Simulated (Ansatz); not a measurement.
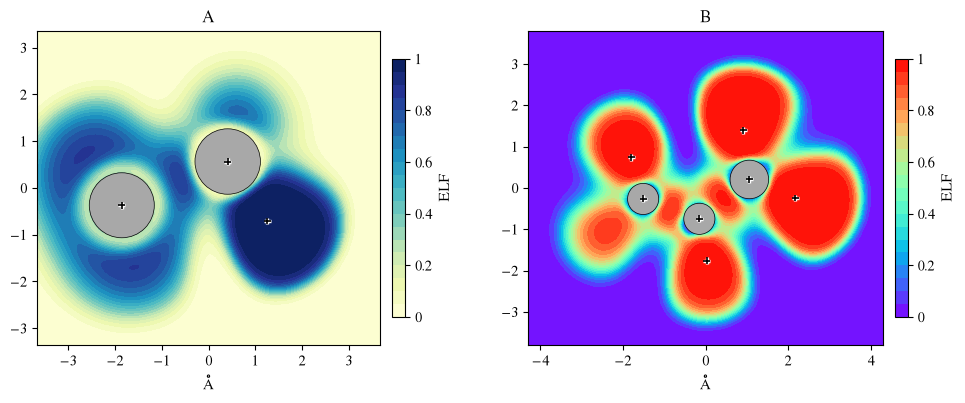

The electron localisation function of 2 systems, each on a plane through atoms (crosses mark nuclei in the plane; grey discs cover the cores).

The calculation used UKS PBE0-D4/def2-TZVPP (Ansatz).

System 1: H2ISi (doublet), the plane of atoms I2, Si1 and H4. Geometry: displaced from a GFN2-xTB structure; core potentials replace the inner electrons of I; not at a stationary point (largest force 0.8 eV/Å).

```xyz
4

Si   -0.1698   -0.2402   -0.4494
I     1.8603   -0.2562    0.9221
H    -1.3590   -0.6733    0.3463
H    -0.1356    1.1792   -1.0091
```

System 2: C2H6B (doublet), the plane of atoms H5, B2 and H6. The product side of a reaction path; geometry: PBE0-D4/def2-TZVP.

```xyz
9

H    -0.8650   -0.0023   -1.0222
B     0.4340   -1.2275   -0.2300
C     0.0424    0.2597   -0.4084
C    -0.3481    1.0674    0.7592
H     0.9775   -1.8077   -1.1253
H     0.0971   -1.8356    0.7456
H     0.6707    0.8051   -1.1166
H    -0.0913    2.1158    0.8303
H    -0.9173    0.6252    1.5674
```

> Match each panel to its system.

Panel A is system 1, H2ISi: the plane holds Si, I and H. Si–I (2.45 Å): the ELF peaks at about 0.85 between the atoms, as expected for a shared electron pair. Panel B is system 2, C2H6B: the plane holds B, C and H. C–C (1.47 Å): the ELF peaks at about 0.95 between the atoms; localised, covalent bonding.
